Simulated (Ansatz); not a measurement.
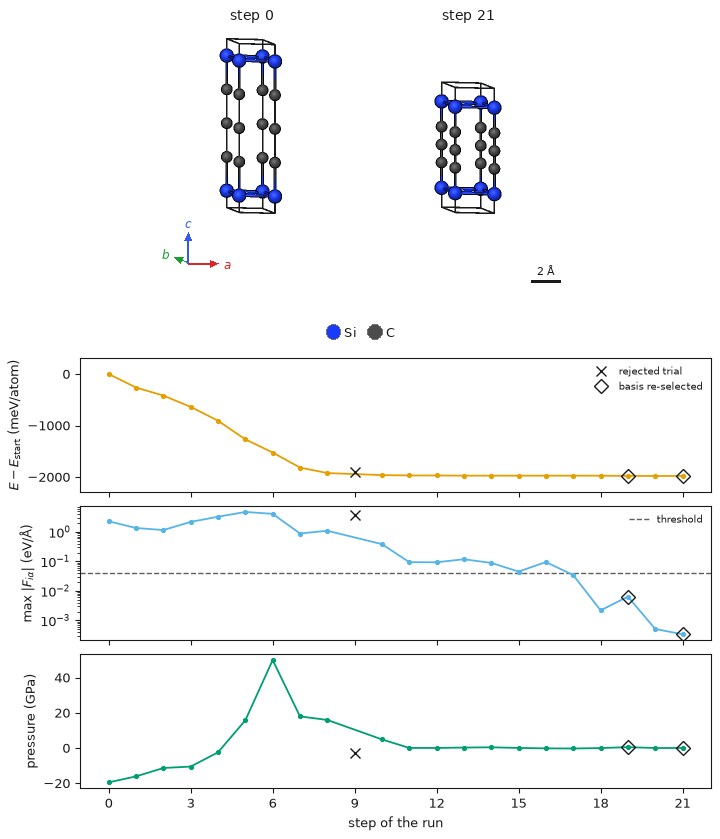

First and last geometry of a relaxation of solid Si2C3 (a generated structure, set up in P6/mmm) (coarse preliminary run), with the history of the run. The picture is a ball-and-stick view of the cell of the calculation, seen slightly off an axis.

Level of theory: DFT PBE, scalar-relativistic, plane waves, PAW in Ansatz 0.2.0. Settings: plane-wave cutoff 420 eV; k-point mesh 6 × 6 × 2; occupations gaussian; smearing width 0.1 eV; no spin polarisation; cell and atoms relaxed; force threshold 0.04 eV/Å; at most 70 steps.

**Read the history and describe the run.**

It converged. The largest moves relative to the cell, 0.51 Å, are those of C atoms. Largest moves by element: C 0.51 Å, Si 0.49 Å. The drawn cell changes as follows: a = b 2.568 → 2.811 Å (+9.5 %), c 12.056 → 8.927 Å (−26.0 %); the volume changes by −11.2 %. Some distances before and after: C–C 2.411 → 1.276 Å, C–Si 2.411 → 1.809 Å, Si–Si 2.411 → 2.756 Å, Si–Si 2.568 → 2.811 Å. New bonds form: C–C (2.41 → 1.28 Å). The space group stays P6/mmm (No. 191). The energy falls by 1979 meV per atom in 18 accepted moves (21 points after the start). The largest force component goes from 2.3 to 0.00034 eV/Å. Pressure: −19.47 GPa at the start and 0.06 GPa at the end. The line search rejected the trial step at point 9 of the run. At 2 points the geometry stayed and the basis and grid were re-selected for the new cell (energy shift of 5.1 meV per atom at most each time). Cost: 44 s on 1 thread of Intel(R) Xeon(R) Processor @ 2.70GHz (shared host), peak memory 0.34 GiB.

```json
{"step": "0", "E − E(0), meV/atom": "0.00", "largest force component, eV/Å": "2.2939", "pressure, GPa": "-19.47", "volume, Å³/atom": "13.767", "note": ""}
{"step": "1", "E − E(0), meV/atom": "-261.77", "largest force component, eV/Å": "1.3593", "pressure, GPa": "-16.08", "volume, Å³/atom": "12.222", "note": ""}
{"step": "2", "E − E(0), meV/atom": "-418.79", "largest force component, eV/Å": "1.1564", "pressure, GPa": "-11.32", "volume, Å³/atom": "11.060", "note": ""}
{"step": "3", "E − E(0), meV/atom": "-637.80", "largest force component, eV/Å": "2.1910", "pressure, GPa": "-10.50", "volume, Å³/atom": "10.239", "note": ""}
{"step": "4", "E − E(0), meV/atom": "-906.27", "largest force component, eV/Å": "3.2764", "pressure, GPa": "-2.40", "volume, Å³/atom": "9.581", "note": ""}
{"step": "5", "E − E(0), meV/atom": "-1268.55", "largest force component, eV/Å": "4.7488", "pressure, GPa": "15.78", "volume, Å³/atom": "9.052", "note": ""}
{"step": "6", "E − E(0), meV/atom": "-1523.56", "largest force component, eV/Å": "4.1089", "pressure, GPa": "49.97", "volume, Å³/atom": "8.827", "note": ""}
{"step": "7", "E − E(0), meV/atom": "-1816.43", "largest force component, eV/Å": "0.8839", "pressure, GPa": "17.99", "volume, Å³/atom": "9.977", "note": ""}
{"step": "8", "E − E(0), meV/atom": "-1922.79", "largest force component, eV/Å": "1.0971", "pressure, GPa": "15.97", "volume, Å³/atom": "10.681", "note": ""}
{"step": "9", "E − E(0), meV/atom": "-1902.52", "largest force component, eV/Å": "3.8619", "pressure, GPa": "-2.66", "volume, Å³/atom": "12.192", "note": "rejected"}
{"step": "10", "E − E(0), meV/atom": "-1962.45", "largest force component, eV/Å": "0.3848", "pressure, GPa": "4.91", "volume, Å³/atom": "11.372", "note": ""}
{"step": "11", "E − E(0), meV/atom": "-1969.51", "largest force component, eV/Å": "0.0943", "pressure, GPa": "0.08", "volume, Å³/atom": "11.851", "note": ""}
{"step": "12", "E − E(0), meV/atom": "-1970.00", "largest force component, eV/Å": "0.0936", "pressure, GPa": "0.06", "volume, Å³/atom": "11.880", "note": ""}
{"step": "13", "E − E(0), meV/atom": "-1972.94", "largest force component, eV/Å": "0.1186", "pressure, GPa": "0.29", "volume, Å³/atom": "12.078", "note": ""}
{"step": "14", "E − E(0), meV/atom": "-1973.07", "largest force component, eV/Å": "0.0890", "pressure, GPa": "0.43", "volume, Å³/atom": "12.058", "note": ""}
{"step": "15", "E − E(0), meV/atom": "-1973.34", "largest force component, eV/Å": "0.0454", "pressure, GPa": "0.08", "volume, Å³/atom": "12.148", "note": ""}
{"step": "16", "E − E(0), meV/atom": "-1973.38", "largest force component, eV/Å": "0.0952", "pressure, GPa": "-0.17", "volume, Å³/atom": "12.131", "note": ""}
{"step": "17", "E − E(0), meV/atom": "-1973.37", "largest force component, eV/Å": "0.0343", "pressure, GPa": "-0.24", "volume, Å³/atom": "12.144", "note": ""}
{"step": "18", "E − E(0), meV/atom": "-1973.40", "largest force component, eV/Å": "0.0022", "pressure, GPa": "0.01", "volume, Å³/atom": "12.126", "note": ""}
{"step": "19", "E − E(0), meV/atom": "-1978.52", "largest force component, eV/Å": "0.0064", "pressure, GPa": "0.52", "volume, Å³/atom": "12.126", "note": "same geometry, new basis"}
{"step": "20", "E − E(0), meV/atom": "-1978.59", "largest force component, eV/Å": "0.0005", "pressure, GPa": "0.03", "volume, Å³/atom": "12.219", "note": ""}
{"step": "21", "E − E(0), meV/atom": "-1978.81", "largest force component, eV/Å": "0.0003", "pressure, GPa": "0.06", "volume, Å³/atom": "12.219", "note": "same geometry, new basis"}
```

Limits of the set-up: the k-point mesh is coarse for a cell with partly filled bands.
